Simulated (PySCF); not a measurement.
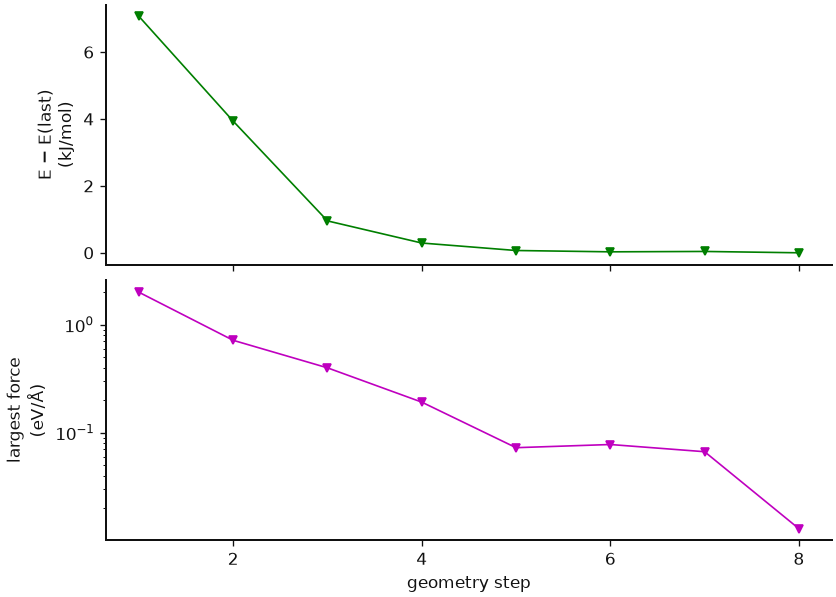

History of a geometry optimisation.

- system: C2HNS (SMILES N#CC=S)
- method: PBE0-D3(BJ)/def2-SVP, geometry optimisation (PySCF 2.14.0, density fitting)

### How did the optimisation end?

The optimisation met its thresholds at geometry 8, counting the start as the first. The energy fell by about 7.1 kJ/mol from the first step to the last. The largest force goes from about 2 eV/Å at the start to 0.013 eV/Å at the end.

### By which step was nine tenths of the energy gained?

By step 4 of 8.
